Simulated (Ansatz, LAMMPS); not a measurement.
# A frame of liquid (Na,Rb)(Cl,Br) from 1100 K (68 atoms): geometry optimisation, part 2 of 3

How does a frame of liquid (Na,Rb)(Cl,Br) from 1100 K (68 atoms) relax, and what do bonds, charges and levels look like afterwards?

Ansatz 0.2.0; Kohn-Sham DFT, PBE, PAW (set soft_2), plane waves.

The cell: 22 Na, 12 Rb, 18 Cl and 16 Br. The starting topology of bonds comes from the classical model. The ion parameters were fitted for water, not for melts. The Brillouin zone is sampled at Γ only, in a cell whose shortest periodic width is 14 Å.

So far. Step 3 (Single point at the start): The r.m.s. force component of 0.28 eV/Å and the pressure of -0.19 GPa set the starting point.

## Step 4: Cell and atoms relaxed

Cell and atoms are freed together, to release stress as well as forces.

input.yaml reads:

```yaml
crystal:
  lattice:
    - [13.797, 0.0, 0.0]
    - [0.0, 13.797, 0.0]
    - [0.0, 0.0, 13.797]
  atoms:
    [... the 68 atom lines of step 3 ...]
kpoints:
  mp_grid: { grid: [1, 1, 1] }
hamiltonian:
  xc: pbe
scf:
  occupations: { method: fermi_dirac, width: 0.05 }
output:
  forces: true
relax:
  f_tol: 0.05
  max_steps: 200
  cell: {}
```

The run is started by

```sh
> ansatz run input.yaml --threads 4 --pin off --max-ram 8192MiB --backend cpu --events-out ev --progress --plain --runs-dir out
```

Numbers of over 12 decimals in the logs are rounded to 6 here.

Log:

```text
[...]
Crystal: 68 atoms, lattice volume = 2626.358 Å³
Basis set: ecut = 420 eV, 51435 PW (Γ), exchange–correlation on 192×192×192 points (8 copies of the dense FFT grid, shifted against one another)
Bands: 340, of which v1, the nominal top of the filled ones, is band 272 counted from 1 (271 counted from 0)
Symmetry: 1 space group operations
[...]
k-points: 1
[...]
SCF iter   1: F=—  HF=-135977.493731 eV  |F-HF|=—  |Δ(HF+E_count)|=         —  Δρ=6.80e-4  dr2=5.36e-2  ethr=1.77e-3  ⟨swp⟩=9.0  Hψ=1426  notcnv=0  defer=49
[...]
SCF iter   7: F=-135977.491046 eV  HF=-135977.491046 eV  |F-HF|=4.08e-8  |Δ(HF+E_count)|=   3.46e-7  Δρ=1.26e-6  dr2=5.39e-8  ethr=1.84e-11  ⟨swp⟩=4.0  Hψ=1160  notcnv=0
SCF 1 converged in 7 iterations: F = -135977.491046 eV  dr2 = 5.39e-8
[...]
relax step   1: F+E_penalty+E_count = -135977.49104609 eV  Δ(F+E_penalty+E_count) = +0.000e0 eV  max|allowed force component| = 9.363e-1 eV/Å  Δτ_max = 0.0000 Å  P = -0.193 GPa  Ω = 2626.358 Å³  (7 SCF iters, dr2 threshold 1.00e-7 eV, accepted)
[... from here on, the SCF cycles and remarks between the steps are left out ...]
relax step   2: F+E_penalty+E_count = -135980.02729328 eV  Δ(F+E_penalty+E_count) = -2.536e0 eV  max|allowed force component| = 5.108e-1 eV/Å  Δτ_max = 0.1948 Å  P = -0.259 GPa  Ω = 2573.346 Å³  energy of the carried Pulay correction = +1.151e-3 eV  (6 SCF iters, dr2 threshold 6.80e-6 eV, accepted)
relax step   3: F+E_penalty+E_count = -135981.74218453 eV  Δ(F+E_penalty+E_count) = -1.715e0 eV  max|allowed force component| = 2.660e-1 eV/Å  Δτ_max = 0.1948 Å  P = -0.106 GPa  Ω = 2491.811 Å³  energy of the carried Pulay correction = +2.967e-3 eV  (6 SCF iters, dr2 threshold 6.80e-6 eV, accepted)
relax step   4: F+E_penalty+E_count = -135982.64490972 eV  Δ(F+E_penalty+E_count) = -9.027e-1 eV  max|allowed force component| = 1.684e-1 eV/Å  Δτ_max = 0.1950 Å  P = +0.030 GPa  Ω = 2437.082 Å³  energy of the carried Pulay correction = +4.220e-3 eV  (6 SCF iters, dr2 threshold 4.42e-6 eV, accepted)
relax step   5: F+E_penalty+E_count = -135983.15386520 eV  Δ(F+E_penalty+E_count) = -5.090e-1 eV  max|allowed force component| = 2.425e-1 eV/Å  Δτ_max = 0.1949 Å  P = +0.053 GPa  Ω = 2412.067 Å³  energy of the carried Pulay correction = +4.801e-3 eV  (6 SCF iters, dr2 threshold 1.77e-6 eV, accepted)
relax step   6: F+E_penalty+E_count = -135983.51575386 eV  Δ(F+E_penalty+E_count) = -3.619e-1 eV  max|allowed force component| = 1.884e-1 eV/Å  Δτ_max = 0.2000 Å  P = +0.045 GPa  Ω = 2394.030 Å³  energy of the carried Pulay correction = +5.224e-3 eV  (6 SCF iters, dr2 threshold 3.68e-6 eV, accepted)
relax step   7: F+E_penalty+E_count = -135983.86175972 eV  Δ(F+E_penalty+E_count) = -3.460e-1 eV  max|allowed force component| = 8.650e-2 eV/Å  Δτ_max = 0.1952 Å  P = +0.003 GPa  Ω = 2384.502 Å³  energy of the carried Pulay correction = +5.449e-3 eV  (6 SCF iters, dr2 threshold 2.22e-6 eV, accepted)
relax step   8: F+E_penalty+E_count = -135984.14999799 eV  Δ(F+E_penalty+E_count) = -2.882e-1 eV  max|allowed force component| = 1.074e-1 eV/Å  Δτ_max = 0.2000 Å  P = +0.038 GPa  Ω = 2368.175 Å³  energy of the carried Pulay correction = +5.836e-3 eV  (7 SCF iters, dr2 threshold 4.68e-7 eV, accepted)
relax step   9: F+E_penalty+E_count = -135984.36786966 eV  Δ(F+E_penalty+E_count) = -2.179e-1 eV  max|allowed force component| = 1.220e-1 eV/Å  Δτ_max = 0.1962 Å  P = +0.029 GPa  Ω = 2368.536 Å³  energy of the carried Pulay correction = +5.827e-3 eV  (7 SCF iters, dr2 threshold 7.22e-7 eV, accepted)
relax step  10: F+E_penalty+E_count = -135984.50921041 eV  Δ(F+E_penalty+E_count) = -1.413e-1 eV  max|allowed force component| = 1.234e-1 eV/Å  Δτ_max = 0.1927 Å  P = +0.003 GPa  Ω = 2372.275 Å³  energy of the carried Pulay correction = +5.738e-3 eV  (6 SCF iters, dr2 threshold 9.31e-7 eV, accepted)
relax step  11: F+E_penalty+E_count = -135984.61306808 eV  Δ(F+E_penalty+E_count) = -1.039e-1 eV  max|allowed force component| = 1.001e-1 eV/Å  Δτ_max = 0.2000 Å  P = +0.003 GPa  Ω = 2371.877 Å³  energy of the carried Pulay correction = +5.748e-3 eV  (6 SCF iters, dr2 threshold 9.52e-7 eV, accepted)
relax step  12: F+E_penalty+E_count = -135984.70566188 eV  Δ(F+E_penalty+E_count) = -9.259e-2 eV  max|allowed force component| = 7.614e-2 eV/Å  Δτ_max = 0.1944 Å  P = +0.002 GPa  Ω = 2371.998 Å³  energy of the carried Pulay correction = +5.745e-3 eV  (6 SCF iters, dr2 threshold 6.27e-7 eV, accepted)
relax step  13: F+E_penalty+E_count = -135984.77796074 eV  Δ(F+E_penalty+E_count) = -7.230e-2 eV  max|allowed force component| = 9.038e-2 eV/Å  Δτ_max = 0.1963 Å  P = +0.005 GPa  Ω = 2371.714 Å³  energy of the carried Pulay correction = +5.752e-3 eV  (6 SCF iters, dr2 threshold 3.62e-7 eV, accepted)
relax step  14: F+E_penalty+E_count = -135984.86293359 eV  Δ(F+E_penalty+E_count) = -8.497e-2 eV  max|allowed force component| = 5.992e-2 eV/Å  Δτ_max = 0.1948 Å  P = +0.005 GPa  Ω = 2370.726 Å³  energy of the carried Pulay correction = +5.775e-3 eV  (6 SCF iters, dr2 threshold 5.11e-7 eV, accepted)
[...]
relax step  18: F+E_penalty+E_count = -135985.04214494 eV  Δ(F+E_penalty+E_count) = -2.857e-2 eV  max|allowed force component| = 7.181e-2 eV/Å  Δτ_max = 0.1501 Å  P = +0.011 GPa  Ω = 2371.853 Å³  energy of the carried Pulay correction = +5.748e-3 eV  (7 SCF iters, dr2 threshold 2.89e-7 eV, accepted)
relax step  19: F+E_penalty+E_count = -135985.07342203 eV  Δ(F+E_penalty+E_count) = -3.128e-2 eV  max|allowed force component| = 5.399e-2 eV/Å  Δτ_max = 0.1569 Å  P = +0.008 GPa  Ω = 2376.062 Å³  energy of the carried Pulay correction = +5.648e-3 eV  (7 SCF iters, dr2 threshold 3.22e-7 eV, accepted)
relax step  20: F+E_penalty+E_count = -135985.10920151 eV  Δ(F+E_penalty+E_count) = -3.578e-2 eV  max|allowed force component| = 7.303e-2 eV/Å  Δτ_max = 0.1868 Å  P = -0.008 GPa  Ω = 2380.698 Å³  energy of the carried Pulay correction = +5.539e-3 eV  (7 SCF iters, dr2 threshold 1.82e-7 eV, accepted)
relax step  21: F+E_penalty+E_count = -135985.16081580 eV  Δ(F+E_penalty+E_count) = -5.161e-2 eV  max|allowed force component| = 6.788e-2 eV/Å  Δτ_max = 0.1946 Å  P = -0.012 GPa  Ω = 2380.085 Å³  energy of the carried Pulay correction = +5.553e-3 eV  (6 SCF iters, dr2 threshold 3.33e-7 eV, accepted)
relax step  22: F+E_penalty+E_count = -135985.21354719 eV  Δ(F+E_penalty+E_count) = -5.273e-2 eV  max|allowed force component| = 4.979e-2 eV/Å  Δτ_max = 0.1952 Å  P = -0.010 GPa  Ω = 2377.562 Å³  energy of the carried Pulay correction = +5.613e-3 eV  (6 SCF iters, dr2 threshold 2.88e-7 eV, accepted)
relax step  23: F+E_penalty+E_count = -135985.22263540 eV  Δ(F+E_penalty+E_count) = -9.088e-3 eV  max|allowed force component| = 2.010e-1 eV/Å  Δτ_max = 0.1917 Å  P = +0.014 GPa  Ω = 2373.176 Å³  energy of the carried Pulay correction = +5.717e-3 eV  (8 SCF iters, dr2 threshold 6.67e-9 eV, accepted)
relax step  24: F+E_penalty+E_count = -135985.27979583 eV  Δ(F+E_penalty+E_count) = -5.716e-2 eV  max|allowed force component| = 6.116e-2 eV/Å  Δτ_max = 0.2000 Å  P = +0.005 GPa  Ω = 2368.079 Å³  energy of the carried Pulay correction = +5.838e-3 eV  (6 SCF iters, dr2 threshold 2.52e-6 eV, accepted)
relax step  25: F+E_penalty+E_count = -135985.30437262 eV  Δ(F+E_penalty+E_count) = -2.458e-2 eV  max|allowed force component| = 2.473e-2 eV/Å  Δτ_max = 0.2000 Å  P = +0.001 GPa  Ω = 2366.807 Å³  energy of the carried Pulay correction = +5.868e-3 eV  (6 SCF iters, dr2 threshold 2.34e-7 eV, accepted)
relax step  26: F+E_penalty+E_count = -135985.31119814 eV  Δ(F+E_penalty+E_count) = -6.826e-3 eV  max|allowed force component| = 6.940e-2 eV/Å  Δτ_max = 0.1950 Å  P = +0.010 GPa  Ω = 2365.057 Å³  energy of the carried Pulay correction = +5.910e-3 eV  (9 SCF iters, accepted)
relax step  27: F+E_penalty+E_count = -135985.30915540 eV  Δ(F+E_penalty+E_count) = +2.043e-3 eV  max|allowed force component| = 5.521e-2 eV/Å  Δτ_max = 0.1771 Å  P = -0.010 GPa  Ω = 2367.373 Å³  energy of the carried Pulay correction = +5.855e-3 eV  (6 SCF iters, dr2 threshold 3.01e-7 eV, rejected (line search))
relax step  28: F+E_penalty+E_count = -135985.31922351 eV  Δ(F+E_penalty+E_count) = -8.025e-3 eV  max|allowed force component| = 3.057e-2 eV/Å  Δτ_max = 0.0866 Å  P = +0.003 GPa  Ω = 2367.222 Å³  energy of the carried Pulay correction = +5.858e-3 eV  (8 SCF iters, accepted)
relax step  29: F+E_penalty+E_count = -135985.31029414 eV  Δ(F+E_penalty+E_count) = +8.929e-3 eV  max|allowed force component| = 3.059e-2 eV/Å  Δτ_max = 0.0000 Å  P = +0.004 GPa  Ω = 2367.222 Å³  stress off target by 9.27e-3 GPa  SCF on the basis re-selected at this cell (its energy is not comparable with the rows above)  (6 SCF iters)
basis re-selected at this cell: Δ(F+E_penalty+E_count) = +8.929e-3 eV, ΔP = +0.001 GPa vs the last step (what re-selecting the basis moved, of the pressure what is left beyond the Pulay correction that the steps carried, after the strain that the cell walked since its last selection, [...]
SCF converged after 6 iterations
Free energy (F): -135985.310294 eV
[...]
Internal energy: -135985.310294 eV  (E = F + TS)
E sigma→0 (E₀):  -135985.310294 eV
Fermi energy:    2.351692 eV
[...]
--- Forces (eV/Å), atoms counted from 1 ---
  atom   1  Na     0.01484061     0.00456351    -0.00002385
  atom   2  Na     0.00360444    -0.00467270     0.00157239
  atom   3  Na    -0.00319196    -0.00651924     0.00829374
  atom   4  Na    -0.00666579    -0.00655464     0.00396369
  atom   5  Na    -0.00338614     0.00148022     0.00127181
  atom   6  Na     0.00341046     0.00188429     0.00351971
  atom   7  Na     0.00010846     0.00536619    -0.00572139
  atom   8  Na     0.00882585     0.00994257     0.01163793
  atom   9  Na    -0.01108640     0.00452019     0.00228354
  atom  10  Na     0.00325271    -0.00440512     0.00027566
  atom  11  Na     0.00582018     0.00577003     0.00187460
  atom  12  Na    -0.00186299    -0.00187733     0.00286101
  atom  13  Na     0.00276074     0.00228400    -0.00321973
  atom  14  Na     0.00133915    -0.00052717    -0.00250313
[...]
atom  67  Br     0.00251681     0.00213747    -0.00645520
  atom  68  Br     0.00840688    -0.00538091    -0.01324909
  max |Σ_I F_I| component: 1.72e-5 eV/Å
--- Stress (GPa, compression-positive) ---
       -0.003317       0.003990      -0.000475
        0.003990       0.007466       0.001219
       -0.000475       0.001219       0.007113
  P = ⅓ Tr σ = 0.0038 GPa (0.038 kbar)
--- Relaxed structure (28 steps of the walk, 27 accepted, 1 SCFs on fresh bases) ---
  F+E_penalty+E_count = -135985.31029414 eV   max|allowed force component| = 3.059e-2 eV/Å   (the final SCF, on the basis selected at the relaxed cell)
  cell:  # Å, volume = 2367.2216 Å³
    - [12.706780, -0.516353, -0.401035]
    - [-0.516353, 13.494610, 0.451203]
    - [-0.401035, 0.451203, 13.853405]
  atoms:
    - { symbol: Na, position: [0.922980, 0.022889, 0.945505] }
    - { symbol: Na, position: [0.277567, 0.903361, 0.887694] }
    - { symbol: Na, position: [0.122705, 0.243846, 0.642377] }
    - { symbol: Na, position: [0.303337, 0.459224, 0.929752] }
[...]
- { symbol: Br, position: [0.740191, 0.766950, 0.585915] }
```

The job ended after 9.7 min (4 threads of Arm Neoverse V1, shared host; peak memory 2.7 GiB).

Step by step (22 of 29):

```
step  energy less that of the first step (eV)  largest force component (eV/Å)  pressure (GPa)  volume (Å³)
   1                                   0.0000                          0.9363           -0.19      2626.36
   2                                  -2.5362                          0.5108           -0.26      2573.35
   4                                  -5.1539                          0.1684            0.03      2437.08
   5                                  -5.6628                          0.2425            0.05      2412.07
   6                                  -6.0247                          0.1884            0.05      2394.03
   8                                  -6.6590                          0.1074            0.04      2368.18
   9                                  -6.8768                          0.1220            0.03      2368.54
  10                                  -7.0182                          0.1234            0.00      2372.27
  12                                  -7.2146                          0.0761            0.00      2372.00
  13                                  -7.2869                          0.0904            0.01      2371.71
  14                                  -7.3719                          0.0599            0.00      2370.73
  16                                  -7.4876                          0.0421            0.00      2370.23
  17                                  -7.5225                          0.0680            0.01      2370.09
  18                                  -7.5511                          0.0718            0.01      2371.85
  20                                  -7.6182                          0.0730           -0.01      2380.70
  21                                  -7.6698                          0.0679           -0.01      2380.09
  22                                  -7.7225                          0.0498           -0.01      2377.56
  24                                  -7.7887                          0.0612            0.00      2368.08
  25                                  -7.8133                          0.0247            0.00      2366.81
  26                                  -7.8202                          0.0694            0.01      2365.06
  28                                  -7.8282                          0.0306            0.00      2367.22
 29*                                  -7.8192                          0.0306            0.00      2367.22
```

Relaxation steps marked * repeat the geometry before them on a plane-wave basis chosen anew for their cell, so energy and pressure can jump there. Other such steps can lie between the rows shown. Relaxation step 27 was tried and not accepted.

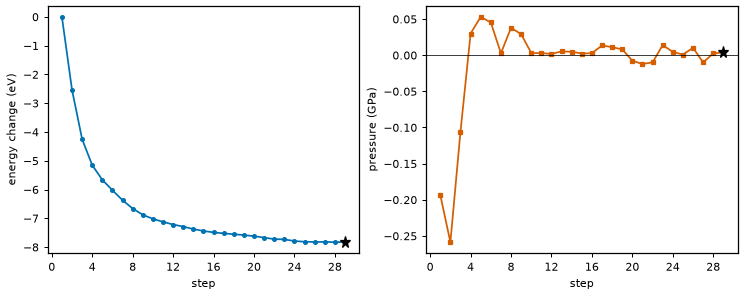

Energy and pressure along the relaxation. Stars mark steps on a basis chosen anew.

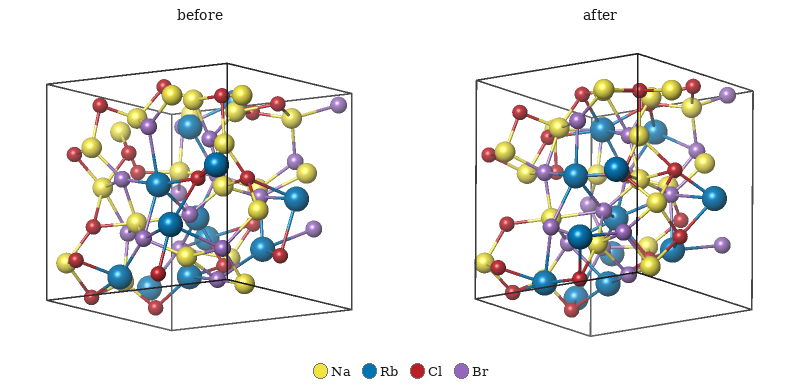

Before and after, at one scale.

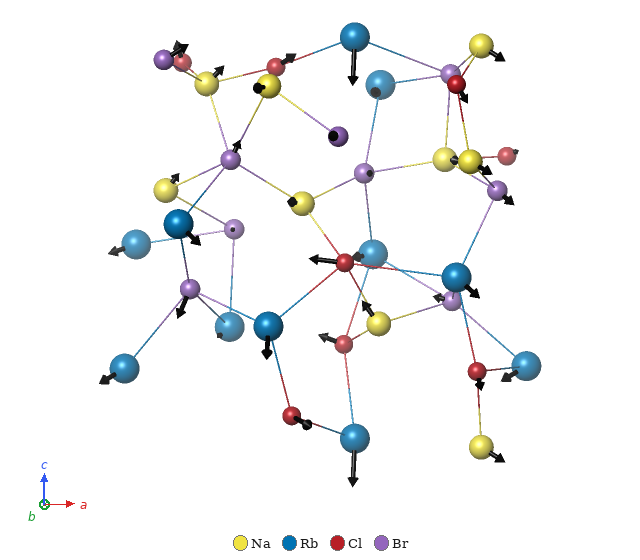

Displacements in the relaxation, scaled, measured against the changing cell; the longest in the cell stands for 1.95 Å. Drawn is a slice 8 Å thick, seen along the normal of the ac plane.

```
     cell as run  before   after  change
           a (Å)  13.797  12.724  -7.8 %
           b (Å)  13.797  13.512  -2.1 %
           c (Å)  13.797  13.867  +0.5 %
           α (°)   90.00   86.16  -4.3 %
           β (°)   90.00   93.54  +3.9 %
           γ (°)   90.00   94.57  +5.1 %
volume (Å³/atom)   38.62   34.81  -9.9 %
```

The atoms that moved most (Å, as changes of fractional coordinates times the final cell):

```
atom      dx      dy      dz  length
Rb27  -0.128  -0.583  -1.854   1.947
Cl35   0.727  -1.574  -0.357   1.770
Br60  -1.455   0.095  -0.762   1.646
Cl38  -1.463   0.239   0.168   1.491
Rb24  -0.014   0.714  -1.268   1.455
Na10  -0.737  -1.151  -0.084   1.369
Br64  -0.478   0.207  -1.166   1.277
Cl44  -0.138   0.907   0.863   1.260
```

The relaxation changed the energy by -115 meV/atom, and atoms moved by 0.90 Å r.m.s., 1.9 Å at most.

## Step 5: Local order after relaxation

Bonds before and after, by the cutoffs listed below:

```
 pair  bonds before  bonds after  mean before (Å)  mean after (Å)  spread before (Å)  spread after (Å)
Na-Cl            46           54            2.806           2.780              0.229             0.109
Br-Rb            25           34            3.478           3.539              0.217             0.113
```

Density 2.42 g/cm³, 34.81 Å³ an atom.

g(r), total and by pair (bins of 0.2 Å):

```
r (Å)  total  Na-Na  Na-Cl  Na-Br  Na-Rb  Cl-Cl  Cl-Br
 2.60   0.92   0.00   5.35   0.00   0.00   0.00   0.00
 2.80   2.42   0.00   9.14   5.60   0.00   0.00   0.00
 3.00   1.34   0.00   1.92   6.41   0.00   0.00   0.00
 3.20   0.68   0.00   0.24   0.82   0.00   0.00   0.00
 3.40   1.27   0.69   0.00   1.42   0.00   0.51   0.00
 3.60   1.01   1.78   0.18   0.22   0.26   0.90   0.00
 3.80   0.59   1.88   0.00   0.00   0.24   0.79   0.89
 4.00   1.38   2.92   0.30   0.17   2.00   4.00   2.87
 4.20   1.34   2.21   0.27   0.00   2.46   2.65   3.31
 4.40   1.11   1.00   0.24   0.14   2.56   2.12   1.50
 4.60   1.08   1.49   0.89   0.13   2.05   1.63   1.40
 4.80   0.92   1.19   0.52   0.57   0.63   1.25   1.72
 5.00   0.85   0.47   1.44   0.52   1.00   0.00   0.79
 5.20   0.82   0.87   0.88   0.69   0.94   0.22   1.32
 5.40   0.95   1.47   1.47   1.01   0.61   1.40   0.66
 5.60   0.91   0.73   0.84   1.10   1.26   0.93   1.25
 5.80   0.87   0.70   1.34   0.88   1.38   0.85   0.39
 6.00   1.10   0.76   1.52   1.63   1.29   0.16   0.54
 6.20   1.16   1.02   1.23   1.67   1.20   0.89   0.75
```

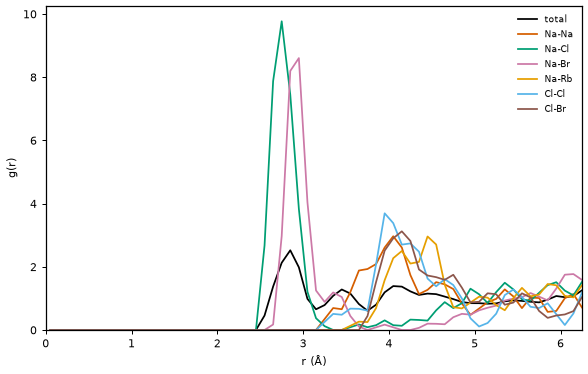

Pair distribution functions, lightly smoothed.

Bonds by pair of elements; cutoffs follow the first minimum of g(r), held within bounds set by covalent radii, and pairs that aren't listed don't count as bonded:

```
pair A-B  cutoff (Å)  bonds  mean length (Å)  spread (Å)  shortest (Å)  B about A  A about B
   Na-Cl        3.43     54             2.78       0.109          2.62       2.46          3
   Na-Br        3.35     44             2.96       0.127          2.79          2       2.75
   Cl-Rb        3.83     34             3.36       0.164          3.06       1.89       2.83
   Br-Rb        3.98     34             3.54       0.113          3.31       2.12       2.83
```

The cutoffs for Na-Br and Cl-Rb fall short of the minimum of g(r), so counts run low and odd coordinations can be artefacts.

How many atoms have how many bonded neighbours:

```
element  mean   4   5  6
     Br  4.88   4  10  2
     Cl  4.89   2  16  0
     Na  4.46  12  10  0
     Rb  5.67   0   4  8
```

Bond angles, per cent of each kind in bins of 5°:

```
angle (°)  Br-Na-Cl  Na-Cl-Rb  Br-Rb-Cl  Na-Br-Rb  Na-Cl-Na
    65–70       0.0       1.2       4.8       1.3       1.6
    70–75       0.0       1.2      12.0       4.0       3.2
    75–80       2.3       9.5       8.4      10.5       4.8
    80–85       8.1       9.5       4.8      18.4      12.7
    85–90      12.6      15.5      14.5      10.5      15.9
    90–95      17.2       9.5       6.0       6.6      12.7
   95–100      18.4       8.3       6.0       1.3      11.1
  100–105       5.8       2.4       2.4       2.6       6.3
  105–110       4.6       5.9       4.8       2.6       4.8
  110–115       2.3       2.4       3.6       9.2       4.8
  115–120       2.3       2.4       2.4       5.3       1.6
  120–125       5.8       1.2       3.6       1.3       7.9
  125–130       1.1       1.2       3.6       4.0       3.2
  130–135       3.5       3.6       2.4       5.3       0.0
  135–140       2.3       2.4       2.4       1.3       0.0
  140–145       3.5       5.9       3.6       5.3       0.0
  145–150       1.1       0.0       2.4       1.3       3.2
  150–155       0.0       7.1       3.6       1.3       0.0
  155–160       2.3       2.4       3.6       1.3       0.0
  160–165       2.3       1.2       1.2       2.6       1.6
  165–170       3.5       3.6       1.2       2.6       1.6
  170–175       1.1       3.6       0.0       1.3       3.2
  175–180       0.0       0.0       2.4       0.0       0.0
```

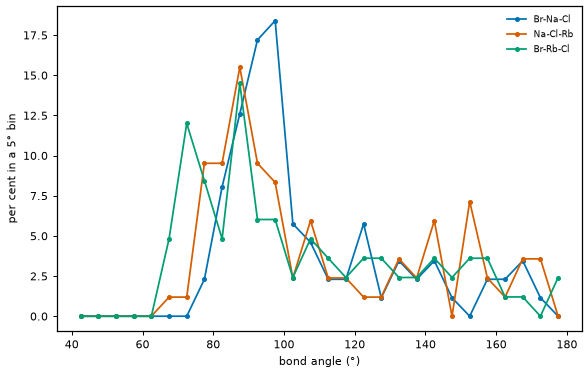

Distributions of the most common bond angles.

Bond angles (no mean is given where the spread exceeds 20°):

```
   angle  count  mean (°)  spread (°)
Br-Na-Cl     87         -           -
Na-Cl-Rb     84         -           -
Br-Rb-Cl     83         -           -
Na-Br-Rb     76         -           -
Na-Cl-Na     63         -           -
```

Bond length by coordination (bonds to H left out):

```
element  coordination  atoms  mean bond length (Å)
     Br             4      4                  3.12
     Br             5     10                  3.23
     Br             6      2                  3.27
     Cl             4      2                  2.91
     Cl             5     16                  3.01
     Na             4     12                  2.81
     Na             5     10                  2.91
     Rb             5      4                  3.47
     Rb             6      8                  3.44
```

For some of the pairs, g(r) has its first main peak near 4.0 Å (Na-Na), 2.7 Å (Na-Cl), 2.9 Å (Na-Br) and 4.0 Å (Cl-Cl).

[end of part 2 of 3]

[Logs are printed without paths, hosts, clocks, repeated set-up lines and the standing remarks that a program may print on its own settings, such as how far it seeks lower states.]

[Hosts, paths, dates, database ids (printed as entryN), source tags and the programs' standing remarks are cut or masked in the printed files.]
